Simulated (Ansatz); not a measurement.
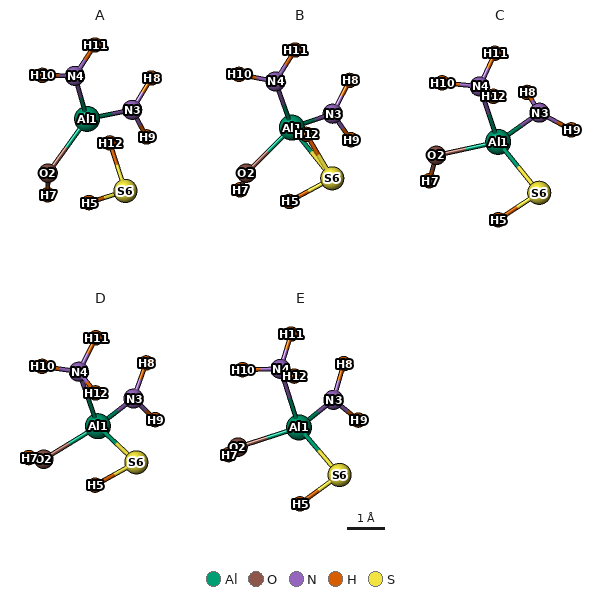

5 geometries from one relaxation of AlN2H7SO, in shuffled order. The picture is a ball-and-stick view, seen from a free direction.

The run prepares an end point of a later path (reaction) calculation, from a guessed geometry.

All numbers below come from RKS PBE/def2-SVP (Ansatz 0.2.0). Settings: no spin polarisation; force threshold 0.03 eV/Å; at most 50 steps.

> Order the frames from highest to lowest energy.

A, B, D, E, C. They are steps 0, 6, 12, 21, 35, at +1.416 eV, +1.227 eV, +0.513 eV, +0.134 eV relative to the last. The atom that moves furthest after the best rigid fit is H12 (1.36 Å). Largest moves by element: H 1.36 Å, S 1.12 Å, Al 0.77 Å, O 0.59 Å, N 0.47 Å. Some distances before and after: S6–H12 1.372 → 3.019 Å, N4–H12 2.513 → 1.031 Å, Al1–S6 3.554 → 2.260 Å, Al1–N4 1.788 → 2.048 Å. New bonds form, among them: Al1–S6 (3.55 → 2.26 Å), N4–H12 (2.51 → 1.03 Å). Bonds break, among them: S6–H12 (1.37 → 3.02 Å). Among the angles between lasting bonds that change: O2–Al1–N4 112.9° → 92.7°, N3–Al1–N4 124.0° → 103.9°, Al1–N4–H11 126.1° → 112.6°. After 29 accepted moves (35 points after the start) the energy has fallen by 1.416 eV. The largest force component goes from 1.2 to 0.017 eV/Å. The line search rejected the trial steps at points 16, 20, 26, 29, 31, 34 of the run. Cost: 73 s on 2 threads of Intel(R) Xeon(R) Platinum 8375C CPU @ 2.90GHz (Ice Lake), with other jobs on the host, peak memory 0.17 GiB.

Limits of the set-up: the start holds two separate molecules, 2.3 Å apart at their closest, whose relative position is a soft coordinate and is computed without a dispersion correction.
